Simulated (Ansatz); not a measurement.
**BGeH (singlet): one geometry, many settings**

What do other methods and options give for BGeH (singlet) at this geometry, and how long do they take?

The runs use Ansatz 0.2.0, Gaussian basis; the settings change from run to run.

8 further runs of the same task are left out: 1 that didn't finish, 7 set aside as unsound or not needed.

## (1) The geometry

The geometry is a PBE0/def2-TZVP stationary point (not a proven minimum). No spin-orbit coupling is included. The filled d shell of Ge may be among the frozen orbitals whatever the setting's name suggests; the logs give the count.

3 atoms, charge 0, spin multiplicity 1.

Atoms are counted from 1 here; the program's logs count them from 0.

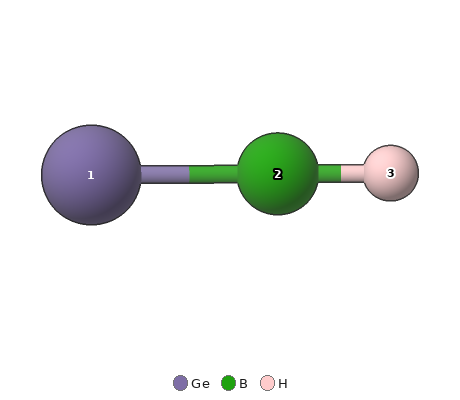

The geometry (germanium purple, boron green, hydrogen pink); atoms are numbered from 1 in the order of the file.

## (2) CCSD(T) on RHF/cc-pVTZ

File in.yaml:

```yaml
crystal:
  periodic: [false, false, false]
  atoms:
    - {symbol: Ge, position_ang: [0.000000, 0.000000, 1.704490]}
    - {symbol: B, position_ang: [0.000000, 0.000000, -0.258320]}
    - {symbol: H, position_ang: [0.000000, 0.000000, -1.446169]}
basis:
  gaussian: {orbitals: cc-pVTZ, point_charges: [{charge: 0.50, position_ang: [4.775, 0.623, -0.509]}]}
magnetization: {spin_polarized: false}
correlation: {method: ccsd_t, electrons: outside_noble_gas}
scf: {lower_state_search: off}
```

The run is started by

```bash
$ ansatz run in.yaml --threads 1 --pin off --events-out ev --progress --plain --max-ram 2393MiB
```

Standard output, shortened:

```text
Functional definition: HF
  name "HF"
  cite "Fock, Z. Phys. 61, 126 (1930) doi:10.1007/BF01340294"
  parent pbe
[...]
539 factors; integrals over basis functions are off by at most 1.7e-3 eV
[...]
mean field -57158.94259688 eV, -2100.5523967124 hartree, gradient 3.4e-6 eV, S^2 0.000000; 0 other end points of the search recorded, 0 dependent functions left out
15 core orbitals not correlated: weight in the atoms' cores, before any rotation towards them, 1.000 or more for the frozen orbitals, at most 0.000 for the correlated occupied ones
reference -57158.94259688 eV, -2100.5523967124 hartree; 4, 4 occupied and 68, 68 virtual orbitals, 539 factors
second order -4.54966072 eV of doubles, -0.00000000 eV of singles
cycle   1  -5.09241739 eV  change   -5.4e-1 eV  update   8.0e-2
[...]
cycle  14  -5.41116292 eV  change    1.8e-6 eV  update   1.3e-6
perturbative correction -0.27048479 eV, -0.0099401329 hartree
Total energy: -57164.62424459 eV, -2100.7611934148 hartree
Checks for a lower state left out: stability, starts, cluster_reference, orbital_swaps, neighbouring_geometries, increment
```

Run time: 1.1 s. Hardware: 1 thread of Arm Neoverse V2, shared host.

From the report: correlation -5.6816 eV; T1 0.018; largest double amplitude 0.15.

## (3) CASSCF(4,3)/def2-SVP

File in.yaml:

```yaml
crystal:
  periodic: [false, false, false]
  atoms:
    - {symbol: Ge, position_ang: [0.000000, 0.000000, 1.704490]}
    - {symbol: B, position_ang: [0.000000, 0.000000, -0.258320]}
    - {symbol: H, position_ang: [0.000000, 0.000000, -1.446169]}
basis:
  gaussian: {orbitals: def2-SVP}
correlation: {active_space: {window: {electrons: 4, orbitals: 3}, states: [{multiplicity: 1, weights: [1, 0.5, 0.5]}]}}
```

Launched as before.

Standard output, shortened:

```text
Functional definition: HF
  name "HF"
  cite "Fock, Z. Phys. 61, 126 (1930) doi:10.1007/BF01340294"
  parent pbe
[...]
802 factors; integrals over basis functions are off by at most 2.4e-7 eV
[...]
mean field -57149.84134011 eV, -2100.2179316952 hartree, gradient 7.8e-6 eV, S^2 0.000000; 5 other end points of the search recorded, 0 dependent functions left out
reference -57149.84134011 eV, -2100.2179316952 hartree; 19, 19 occupied and 32, 32 virtual orbitals, 802 factors
state -57150.20603156 eV, -2100.2313338588 hartree
state -57150.20603156 eV, -2100.2313338588 hartree
state -57149.68132856 eV, -2100.2120513791 hartree
an earlier search ended where averaged states of different weights were degenerate, so these states were given the mean of their weights and the orbitals were optimised with it
Total energy: -57150.07485581 eV, -2100.2265132389 hartree
```

It took 1.6 s on 1 thread of Arm Neoverse V2, shared host.

From the report: 9 determinants; active occupations (of the averaged states) 1.99, 1.00, 1.00.

## (4) MP2 on UHF/aug-cc-pVDZ

File in.yaml:

```yaml
crystal:
  periodic: [false, false, false]
  atoms:
    - {symbol: Ge, position_ang: [0.000000, 0.000000, 1.704490]}
    - {symbol: B, position_ang: [0.000000, 0.000000, -0.258320]}
    - {symbol: H, position_ang: [0.000000, 0.000000, -1.446169]}
basis:
  gaussian: {orbitals: aug-cc-pVDZ}
magnetization: {spin_polarized: true, initial_magnetization: 0}
correlation: {method: mp2, electrons: outside_noble_gas}
output: {forces: true}
```

The command is unchanged.

Standard output, shortened:

```text
Functional definition: HF
  name "HF"
  cite "Fock, Z. Phys. 61, 126 (1930) doi:10.1007/BF01340294"
  parent pbe
[...]
725 factors; integrals over basis functions are off by at most 8.6e-4 eV
[...]
mean field -57157.73860929 eV, -2100.5081509848 hartree, gradient 1.2e-6 eV, S^2 1.013952; 17 other end points of the search recorded, 0 dependent functions left out
15 core orbitals not correlated: weight in the atoms' cores, before any rotation towards them, 0.999 or more for the frozen orbitals, at most 0.000 for the correlated occupied ones
reference -57157.73860929 eV, -2100.5081509848 hartree; 4, 4 occupied and 49, 49 virtual orbitals, 725 factors
second order -3.51450268 eV of doubles, -0.00000000 eV of singles
[...]
Total energy: -57161.25311198 eV, -2100.6373065762 hartree
Atom 0 at     0.000000     0.000000     1.704490 Å, force     0.000000     0.000000     0.215464 eV/Å
Atom 1 at     0.000000     0.000000    -0.258320 Å, force    -0.000000    -0.000000    -0.003919 eV/Å
Atom 2 at     0.000000     0.000000    -1.446169 Å, force     0.000000    -0.000000    -0.211545 eV/Å
Dipole moment:    -0.000000     0.000000    -0.110723 e Å
```

Wall time 7 s (1 thread of Arm Neoverse V2, shared host).

From the report: ⟨S²⟩ of the determinant 1.014 (pure singlet: 0.00). The determinant is far from a pure spin state, so its energy mixes those of several spin states (harmless only where they are near-degenerate, as at dissociation).

## (5) CCSD on UHF/def2-mTZVP

Edit in.yaml of step 4 so:

```diff
@@ -7,5 +7,4 @@
 basis:
-  gaussian: {orbitals: aug-cc-pVDZ}
+  gaussian: {orbitals: def2-mTZVP}
 magnetization: {spin_polarized: true, initial_magnetization: 0}
-correlation: {method: mp2, electrons: outside_noble_gas}
-output: {forces: true}
+correlation: {method: ccsd, electrons: outside_noble_gas}
```

The command is unchanged.

Standard output, shortened:

```text
Functional definition: HF
  name "HF"
  cite "Fock, Z. Phys. 61, 126 (1930) doi:10.1007/BF01340294"
  parent pbe
[...]
548 factors; integrals over basis functions are off by at most 1.0e-3 eV
[...]
mean field -57158.44613488 eV, -2100.5341520706 hartree, gradient 3.1e-6 eV, S^2 1.006919; 21 other end points of the search recorded, 0 dependent functions left out
determinant -57158.44613488 eV, -2100.5341520706 hartree, with singles and doubles -57162.56125662 eV, -2100.6853800053 hartree
determinant -57157.73475757 eV, -2100.5080094364 hartree, with singles and doubles -57162.08418413 eV, -2100.6678479145 hartree
determinant -57157.63037530 eV, -2100.5041734589 hartree, with singles and doubles -57162.11908291 eV, -2100.6691304211 hartree
determinant -57156.37570575 eV, -2100.4580652032 hartree, with singles and doubles -57160.61418455 eV, -2100.6138264263 hartree
[...]
determinant -57158.44613488 eV, -2100.5341520706 hartree, with singles and doubles -57162.55764265 eV, -2100.6852471942 hartree
determinant -57157.73475757 eV, -2100.5080094364 hartree, with singles and doubles -57162.08360601 eV, -2100.6678266689 hartree
determinant -57157.63037530 eV, -2100.5041734589 hartree, with singles and doubles -57162.10619359 eV, -2100.6686567471 hartree
15 core orbitals not correlated: weight in the atoms' cores, before any rotation towards them, 0.999 or more for the frozen orbitals, at most 0.000 for the correlated occupied ones
reference -57158.44613488 eV, -2100.5341520706 hartree; 4, 4 occupied and 39, 39 virtual orbitals, 548 factors
second order -3.33153877 eV of doubles, -0.00000000 eV of singles
cycle   1  -4.11150877 eV  change   -1.0e-6 eV  update   4.0e-6
WARN: the results are in doubt because among natural orbitals full CI differs from the method by +0.405 eV
Total energy: -57162.55764366 eV, -2100.6852472312 hartree
In doubt: among natural orbitals full CI differs from the method by +0.405 eV
```

Run time: 9 s. Hardware: 1 thread of Arm Neoverse V2, shared host.

From the report: ⟨S²⟩ of the determinant 1.007 (pure singlet: 0.00); correlation -4.1115 eV; T1 0.017; largest double amplitude 0.15. The determinant is far from a pure spin state, so its energy mixes those of several spin states (harmless only where they are near-degenerate, as at dissociation). The program marks this result as in doubt; its last lines say why.

## (6) HF/def2-SVPD

Edit in.yaml of step 5 so:

```diff
@@ -7,4 +7,5 @@
 basis:
-  gaussian: {orbitals: def2-mTZVP}
+  gaussian: {orbitals: def2-SVPD}
 magnetization: {spin_polarized: true, initial_magnetization: 0}
-correlation: {method: ccsd, electrons: outside_noble_gas}
+hamiltonian: {xc: hf, pseudopotentials: {relativity: none}}
+output: {orbitals: {seedname: orbitals}}
```

Launched as before.

Standard output, shortened:

```text
Functional definition: HF
  name "HF"
  cite "Fock, Z. Phys. 61, 126 (1930) doi:10.1007/BF01340294"
  parent pbe
[...]
649 factors; integrals over basis functions are off by at most 8.8e-4 eV
[...]
mean field -57150.74802612 eV, -2100.2512517914 hartree, gradient 1.3e-5 eV, S^2 1.013137; 11 other end points of the search recorded, 0 dependent functions left out
reference -57150.74802612 eV, -2100.2512517914 hartree; 19, 19 occupied and 47, 47 virtual orbitals, 649 factors
Total energy: -57150.74802612 eV, -2100.2512517914 hartree
```

It took 3.4 s on 1 thread of Arm Neoverse V2, shared host.

From the report: ⟨S²⟩ of the determinant 1.013 (pure singlet: 0.00). The determinant is far from a pure spin state, so its energy mixes those of several spin states (harmless only where they are near-degenerate, as at dissociation).

## (7) CCSDT/def2-mTZVP

File in.yaml:

```yaml
crystal:
  periodic: [false, false, false]
  atoms:
    - {symbol: Ge, position_ang: [0.000000, 0.000000, 1.704490]}
    - {symbol: B, position_ang: [0.000000, 0.000000, -0.258320]}
    - {symbol: H, position_ang: [0.000000, 0.000000, -1.446169]}
basis:
  gaussian: {orbitals: def2-mTZVP}
magnetization: {spin_polarized: false}
hamiltonian: {xc: {name: r2SCAN}, pseudopotentials: {relativity: scalar}}
correlation: {method: ccsdt, electrons: outside_noble_gas}
output: {forces: true}
```

Launched as before.

Standard output, shortened:

```text
Functional definition: r2SCAN
  name "r2SCAN"
  cite "Furness, Kaplan, Ning, Perdew & Sun, J. Phys. Chem. Lett. 11, 8208 (2020) doi:10.1021/acs.jpclett.0c02405"
  cite "Furness, Kaplan, Ning, Perdew & Sun, J. Phys. Chem. Lett. 11, 9248 (2020) doi:10.1021/acs.jpclett.0c03077"
  parent r2scan
[...]
867 factors; integrals over basis functions are off by at most 1.5e-7 eV
[...]
mean field -57673.22816184 eV, -2119.4520426296 hartree, gradient 9.8e-6 eV, S^2 0.000000; 5 other end points of the search recorded, 0 dependent functions left out; unrestricted orbitals would lower it
[...]
unrestricted determinant -57625.83993389 eV, -2117.7105573734 hartree, S^2 1.0067
15 core orbitals not correlated: weight in the atoms' cores, before any rotation towards them, 0.999 or more for the frozen orbitals, at most 0.000 for the correlated occupied ones
reference -57624.47260152 eV, -2117.6603088354 hartree; 4, 4 occupied and 39, 39 virtual orbitals, 867 factors
second order -3.86246122 eV of doubles, -0.20348777 eV of singles
cycle   1  -4.42120747 eV  change   -3.6e-1 eV  update   8.7e-2
[...]
cycle  32  -5.01255584 eV  change    1.2e-7 eV  update   1.1e-7
WARN: these amplitudes may be one of several solutions (largest doubles amplitude 0.60, level shift 0.00 eV)
[...]
Total energy: -57629.48515736 eV, -2117.8445168650 hartree
Relativity: scalar
Atom 0 at     0.000000     0.000000     1.704490 Å, force     0.000000    -0.000000     0.274284 eV/Å
Atom 1 at     0.000000     0.000000    -0.258320 Å, force    -0.000000    -0.000000    -0.346656 eV/Å
Atom 2 at     0.000000     0.000000    -1.446169 Å, force     0.000000     0.000000     0.072372 eV/Å
Dipole moment:    -0.000000     0.000000    -0.107167 e Å
```

It took 28 s on 1 thread of Arm Neoverse V2, shared host; peak memory 0.25 GiB.

From the report: correlation -5.0126 eV; T1 0.013; largest double amplitude 0.60. The orbitals are Kohn-Sham ones, so correlation energy and T1 don't compare with those on Hartree-Fock orbitals. The report flags that the cluster equations may have other roots.

## (8) The runs in one table

 † marks a result that the program doubts.

```csv
level,correlated,functions,energy (eV),time
CCSD(T) on RHF/cc-pVTZ (beside a point charge),outside noble gas,87,-57164.6242,1.1 s
"CASSCF(4,3)/def2-SVP (mean of several states)",,51,-57150.0749,1.6 s
MP2 on UHF/aug-cc-pVDZ,outside noble gas,68,-57161.2531,7 s
CCSD on UHF/def2-mTZVP †,outside noble gas,58,-57162.5576,9 s
HF/def2-SVPD,,66,-57150.7480,3.4 s
"CCSDT/def2-mTZVP (on r2SCAN orbitals, relativity set) †",outside noble gas,58,-57629.4852,28 s
```

## (9) Summary of results

| quantity | value |
| --- | --- |
| runs | 6 |
| quickest | CCSD(T) on RHF/cc-pVTZ (beside a point charge), 1.1 s |
| slowest | CCSDT/def2-mTZVP (on r2SCAN orbitals, relativity set) †, 28 s |

In words: Total energies in different bases, with other cores or another treatment of relativity can't be set against each other. CCSDT/def2-mTZVP (on r2SCAN orbitals, relativity set) † took 25 times as long as CCSD(T) on RHF/cc-pVTZ (beside a point charge); the jobs differ in more than the method.
